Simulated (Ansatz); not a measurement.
```yaml
atoms:
  - { symbol: C, position_ang: [-1.4295, -2.5677, 1.3247] }
  - { symbol: O, position_ang: [-0.4675, -1.6776, 0.8900] }
  - { symbol: Hf, position_ang: [0.1965, 0.0347, 0.2693] }
  - { symbol: C, position_ang: [-1.4372, 1.2233, -1.2051] }
  - { symbol: C, position_ang: [-0.7629, 2.2395, -0.4865] }
  - { symbol: C, position_ang: [-1.1149, 2.1203, 0.8715] }
  - { symbol: C, position_ang: [-2.0179, 1.0397, 0.9934] }
  - { symbol: C, position_ang: [-2.2256, 0.4962, -0.2868] }
  - { symbol: C, position_ang: [2.2375, 0.9664, -0.9570] }
  - { symbol: C, position_ang: [2.7307, 0.1708, 0.0986] }
  - { symbol: C, position_ang: [2.3693, -1.1687, -0.1613] }
  - { symbol: C, position_ang: [1.6461, -1.2006, -1.3700] }
  - { symbol: C, position_ang: [1.5604, 0.1216, -1.8614] }
  - { symbol: H, position_ang: [-1.4897, -3.4369, 0.6574] }
  - { symbol: H, position_ang: [-2.4262, -2.1052, 1.3676] }
  - { symbol: H, position_ang: [-1.1882, -2.9341, 2.3295] }
  - { symbol: H, position_ang: [0.8531, 0.6873, 1.8644] }
  - { symbol: H, position_ang: [-1.3961, 1.0614, -2.2718] }
  - { symbol: H, position_ang: [-0.0947, 2.9757, -0.9071] }
  - { symbol: H, position_ang: [-0.7588, 2.7403, 1.6785] }
  - { symbol: H, position_ang: [-2.4448, 0.6751, 1.9161] }
  - { symbol: H, position_ang: [-2.8498, -0.3532, -0.5236] }
  - { symbol: H, position_ang: [2.3508, 2.0364, -1.0481] }
  - { symbol: H, position_ang: [3.2891, 0.5231, 0.9510] }
  - { symbol: H, position_ang: [2.5682, -2.0148, 0.4790] }
  - { symbol: H, position_ang: [1.2181, -2.0790, -1.8307] }
  - { symbol: H, position_ang: [1.0840, 0.4258, -2.7814] }
```

Geometry: PBE0-D4/def2-TZVP; core potentials replace the inner electrons of Hf.

The calculation used Ansatz 0.2.0, RKS PBE0-D4/def2-TZVPP.

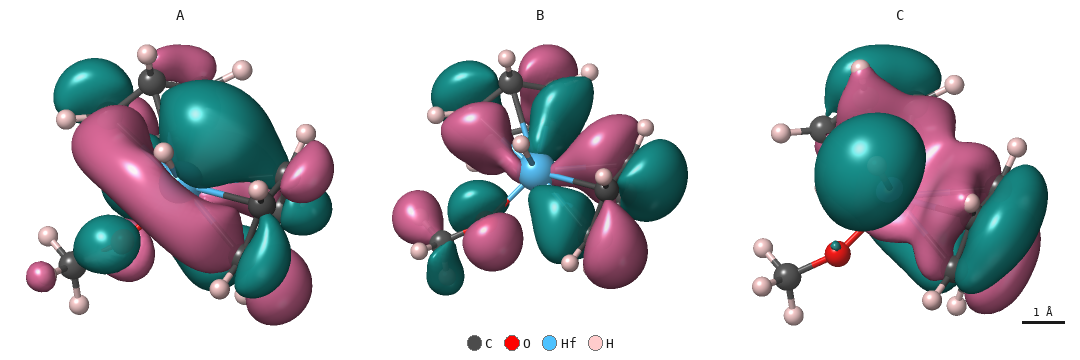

C11H14HfO (SMILES C[O][HfH]12345678([CH]9[CH]1[CH]2[CH]3[CH]94)[CH]1[CH]5[CH]6[CH]7[CH]18). Three frontier orbitals at ±0.06 Å⁻³ᐟ² (teal and pink are the two phases), in no order.

**Order the three orbitals by energy and name them.**

C is the HOMO−1 (−6.90 eV). Its weight (Hirshfeld) is mainly on Hf3 (about 25 %), H17 (about 20 %), C10 (about 10 %) and C12 (about 5 %). B is the HOMO (−6.51 eV). It lies mainly on O2 (about 15 %), C11 (about 15 %), C9 (about 15 %), C7 (about 10 %), Hf3 (about 5 %) and C12 (about 5 %). A is the LUMO (−0.51 eV). Its weight (Hirshfeld) is mainly on Hf3 (about 35 %), C8 (about 10 %), C12 (about 10 %) and O2 (about 10 %).

**What is the HOMO–LUMO gap?**

6.00 eV between the orbital energies.
